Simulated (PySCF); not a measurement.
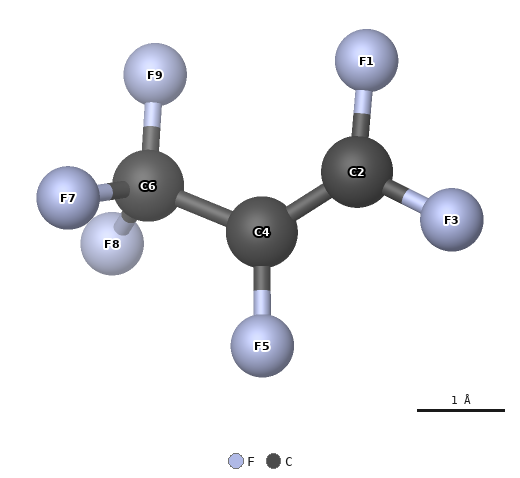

Fig. 1: The input geometry of run A (ball-and-stick view, seen at a tilt; atoms are numbered from 1 in the order of the input). Bond lengths as drawn: C–C 1.34 to 1.50 Å and C–F 1.30 to 1.33 Å.

# Two runs on C$_{3}$F$_{6}$

System: C$_{3}$F$_{6}$ (hexafluoropropylene).
Method of run A: TDDFT PBE0/def2-SVP, vertical, gas phase, core orbitals frozen in the response (PySCF 2.14.0).

The geometry comes from this level: PBE0-D3(BJ)/def2-SVP. Text and figures count atoms from 1; the logs count them from 0 in places.

## Input, run A
```
{"job": {"kind": "uv", "xc": "PBE0", "basis": "def2-SVP"}, "charge": 0, "multiplicity": 1}
F      1.191459     0.837770    -1.542355
C      1.328115     0.157054    -0.443648
F      2.574352    -0.097450    -0.169357
C      0.323285    -0.246916     0.337274
F      0.591039    -0.926318     1.446005
C     -1.139163     0.008172     0.125850
F     -1.615083     0.833748     1.058159
F     -1.818795    -1.132545     0.220409
F     -1.374865     0.545807    -1.065356
```

The first line tells a small driver script what to run in PySCF; the rest is the geometry in Å.

Command:
```bash
OMP_NUM_THREADS=1 python <driver script> task.json out
```

Hardware: 1 CPU thread, shared host.

## Output (run A)
```
coarse grid: 9776 points
cycle   1  E = -711.7777599019  dE =  1.748e+00  |g| = 1.142e+00  |ddm| = 3.506e+00
cycle   2  E = -711.5073978788  dE =  2.704e-01  |g| = 1.739e+00  |ddm| = 2.136e+00
cycle   3  E = -712.0008138004  dE = -4.934e-01  |g| = 9.559e-02  |ddm| = 1.341e+00
cycle   4  E = -712.0017964555  dE = -9.827e-04  |g| = 5.847e-02  |ddm| = 1.062e-01
cycle   5  E = -712.0024038880  dE = -6.074e-04  |g| = 9.230e-03  |ddm| = 4.985e-02
cycle   6  E = -712.0024172454  dE = -1.336e-05  |g| = 3.738e-03  |ddm| = 1.116e-02
cycle   7  E = -712.0024201868  dE = -2.941e-06  |g| = 9.854e-04  |ddm| = 4.224e-03
final grid: 103248 points
cycle   8  E = -712.0953880254  dE = -3.067e-05  |g| = 6.865e-03  |ddm| = 1.871e-02
cycle   9  E = -712.0953789542  dE =  9.071e-06  |g| = 1.019e-02  |ddm| = 1.200e-02
cycle  10  E = -712.0953961870  dE = -1.723e-05  |g| = 3.138e-04  |ddm| = 7.249e-03
cycle  11  E = -712.0953961973  dE = -1.035e-08  |g| = 2.146e-04  |ddm| = 4.108e-04
cycle  12  E = -712.0953962053  dE = -7.987e-09  |g| = 2.944e-05  |ddm| = 1.815e-04
cycle  13  E = -712.0953962055  dE = -1.519e-10  |g| = 1.439e-05  |ddm| = 3.862e-05
converged SCF energy = -712.0953962055

Static polarisability (au): isotropic 31.959, principal 23.134 30.027 42.715

Singlet excitations
state   eV       nm        f      main configurations
  1   7.3510    168.7   0.00261   H->L+1 0.99
  2   7.8033    158.9   0.40770   H->L 0.96
  3   9.2438    134.1   0.00336   H-1->L 0.95
  4   9.8090    126.4   0.04272   H->L+2 0.96
  5  10.3699    119.6   0.00223   H-2->L 0.98
  6  10.5518    117.5   0.00047   H-3->L 0.78, H-5->L 0.17
  7  10.8287    114.5   0.01870   H-1->L+1 0.92
  8  10.8803    114.0   0.01608   H-4->L 0.95
  9  11.0872    111.8   0.00014   H->L+3 0.76, H-5->L 0.13
 10  11.1176    111.5   0.00006   H-5->L 0.59, H->L+3 0.20, H-3->L 0.14

Triplet excitations (Tamm-Dancoff, eV): 4.3795 6.7381 8.7386 8.9971
```

For run B the input was changed thus:
```diff
-"basis": "def2-SVP"
+"basis": "aug-cc-pVDZ"
```

How does run B compare with run A?

The total energy of run B is 400.9 kcal/mol lower, which measures the change of basis and not a stability. The HOMO goes from −8.11 to −8.28 eV. The LUMO goes from −0.36 to −0.54 eV. The lowest excitation goes from 7.35 to 6.80 eV. The strongest computed line goes from 7.80 to 7.59 eV. Diffuse functions give room to the loosely bound empty orbitals, which lowers the LUMO. The number of SCF iterations is the same. The basis functions go from 126 to 207.

## Output (run B)
```
coarse grid: 9776 points
cycle   1  E = -712.5431231579  dE =  1.849e+00  |g| = 1.034e+00  |ddm| = 6.098e+00
cycle   2  E = -712.3146142184  dE =  2.285e-01  |g| = 1.601e+00  |ddm| = 3.905e+00
cycle   3  E = -712.7272667206  dE = -4.127e-01  |g| = 9.852e-02  |ddm| = 2.432e+00
cycle   4  E = -712.7284147164  dE = -1.148e-03  |g| = 5.364e-02  |ddm| = 2.080e-01
cycle   5  E = -712.7289049072  dE = -4.902e-04  |g| = 1.172e-02  |ddm| = 8.491e-02
cycle   6  E = -712.7289281312  dE = -2.322e-05  |g| = 3.155e-03  |ddm| = 2.082e-02
cycle   7  E = -712.7289300280  dE = -1.897e-06  |g| = 1.184e-03  |ddm| = 6.621e-03
final grid: 103248 points
cycle   8  E = -712.7343389197  dE = -4.720e-05  |g| = 7.540e-03  |ddm| = 1.192e-01
cycle   9  E = -712.7343269486  dE =  1.197e-05  |g| = 1.156e-02  |ddm| = 3.014e-02
cycle  10  E = -712.7343488761  dE = -2.193e-05  |g| = 4.264e-04  |ddm| = 1.575e-02
cycle  11  E = -712.7343488955  dE = -1.942e-08  |g| = 2.978e-04  |ddm| = 1.227e-03
cycle  12  E = -712.7343489094  dE = -1.396e-08  |g| = 4.287e-05  |ddm| = 3.741e-04
cycle  13  E = -712.7343489097  dE = -2.833e-10  |g| = 1.457e-05  |ddm| = 1.013e-04
converged SCF energy = -712.7343489097

Static polarisability (au): isotropic 42.447, principal 32.964 40.911 53.465

Singlet excitations
state   eV       nm        f      main configurations
  1   6.7967    182.4   0.00714   H->L+1 0.69, H->L+2 0.25
  2   7.2660    170.6   0.01024   H->L+2 0.66, H->L+1 0.28
  3   7.5925    163.3   0.38650   H->L 0.95
  4   8.2364    150.5   0.00361   H->L+3 0.94
  5   8.4466    146.8   0.00542   H->L+4 0.97
  6   8.7914    141.0   0.00138   H->L+5 0.72, H->L+8 0.13
  7   9.2510    134.0   0.00088   H-1->L 0.50, H->L+8 0.26
  8   9.3482    132.6   0.01589   H-1->L 0.39, H->L+6 0.30, H->L+8 0.16
  9   9.3759    132.2   0.00004   H->L+6 0.59, H->L+8 0.27
 10   9.5614    129.7   0.01330   H->L+7 0.87, H->L+8 0.10

Triplet excitations (Tamm-Dancoff, eV): 4.3749 6.3146 6.9792 8.1804
```

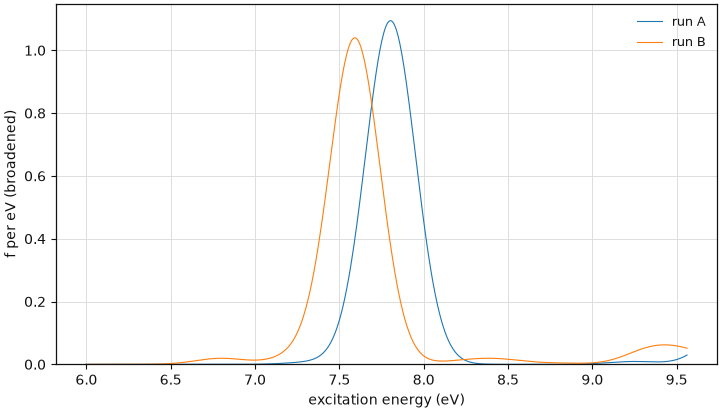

Fig. 2: Absorption of the two runs from their computed states, each broadened by a Gaussian of 0.35 eV full width; the range ends where the shorter list of states ends.

## The two runs side by side

| quantity | run A | run B |
| --- | --- | --- |
| outcome | converged | converged |
| total energy (hartree) | −712.095396 | −712.734349 |
| HOMO (eV) | −8.11 | −8.28 |
| LUMO (eV) | −0.36 | −0.54 |
| dipole moment (D) | 1.06 | 1.05 |
| lowest excitation (eV) | 7.35 | 6.80 |
| SCF iterations | 13 | 13 |
| strongest computed line (eV) | 7.80 | 7.59 |
| basis functions | 126 | 207 |
| wall time (shared host) | 22 s | 47 s |
